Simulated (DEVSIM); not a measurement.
Device: W/La2O3/p-In0.53Ga0.47As capacitor, at 250 K.

| layer (left to right) | material | thickness (nm) | Na (cm⁻³) |
|---|---|---|---|
| 1 | La2O3 | 2.80 | - |
| 2 | In0.53Ga0.47As | 2700 | 8.6e16 |

Metal gate on the left, work function 4.6 eV. Fixed charge at the semiconductor interface 3.3e10 cm⁻² (in units of +e); no interface traps.

The device is made up for the run: typed textbook-type constants, with dimensions and the other settings drawn at random. Values at 300 K; Nc and Nv go as T^1.5, mobilities as T to minus their exponent, the gap by Varshni's rule with the affinity fixed.

```tsv
parameter	La2O3	In0.53Ga0.47As
gap (eV)	5.8	0.74
affinity (eV)	1.8	4.51
permittivity	27	13.9
Nc (cm⁻³)	-	2.1e17
Nv (cm⁻³)	-	7.7e18
Varshni α (eV/K)	-	0.00035
Varshni β (K)	-	190
```

Model (solved in DEVSIM): 1D Poisson equation in equilibrium, Boltzmann statistics, complete ionisation; no quantum confinement or tunnelling. Metal contacts follow the ideal Schottky-Mott rule: no Fermi-level pinning, no interface dipoles.

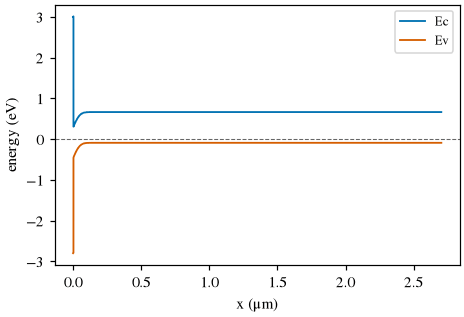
*Band edges at -0.2 V on the gate*

Energies count from the Fermi level of the right contact; mesh points crowd at the junctions.

| x (μm) | Ec (eV) | Ev (eV) | n (cm⁻³) | p (cm⁻³) | field (V/cm) |
|---|---|---|---|---|---|
| 0.000 | 3.000 | -2.800 | < 1e2 | < 1e2 | 43000 |
| 0.0008827 | 3.004 | -2.796 | < 1e2 | < 1e2 | 43000 |
| 0.001812 | 3.008 | -2.792 | < 1e2 | < 1e2 | 43000 |
| 0.002705 | 3.012 | -2.788 | < 1e2 | < 1e2 | 43000 |
| 0.004347 | 0.315 | -0.439 | 7.0e10 | 8.2e9 | 86000 |
| 0.007154 | 0.339 | -0.416 | 2.3e10 | 2.4e10 | 82000 |
| 0.01287 | 0.384 | -0.370 | 2.9e9 | 2.0e11 | 76000 |
| 0.03063 | 0.502 | -0.253 | 1.2e7 | 4.6e13 | 56000 |
| 0.06069 | 0.620 | -0.134 | 50000 | 1.1e16 | 24000 |
| 0.1219 | 0.663 | -0.092 | 6900 | 8.3e16 | 530 |
| 0.2466 | 0.664 | -0.091 | 6700 | 8.6e16 | ≈ 0 |
| 0.6558 | 0.664 | -0.091 | 6700 | 8.6e16 | ≈ 0 |
| 1.334 | 0.664 | -0.091 | 6700 | 8.6e16 | ≈ 0 |
| 2.018 | 0.664 | -0.091 | 6700 | 8.6e16 | ≈ 0 |
| 2.438 | 0.664 | -0.091 | 6700 | 8.6e16 | ≈ 0 |
| 2.573 | 0.664 | -0.091 | 6700 | 8.6e16 | ≈ 0 |
| 2.640 | 0.664 | -0.091 | 6700 | 8.6e16 | ≈ 0 |
| 2.672 | 0.664 | -0.091 | 6700 | 8.6e16 | ≈ 0 |
| 2.692 | 0.664 | -0.091 | 6700 | 8.6e16 | ≈ 0 |
| 2.698 | 0.664 | -0.091 | 6700 | 8.6e16 | ≈ 0 |
| 2.701 | 0.664 | -0.091 | 6700 | 8.6e16 | ≈ 0 |
| 2.703 | 0.664 | -0.091 | 6700 | 8.6e16 | ≈ 0 |
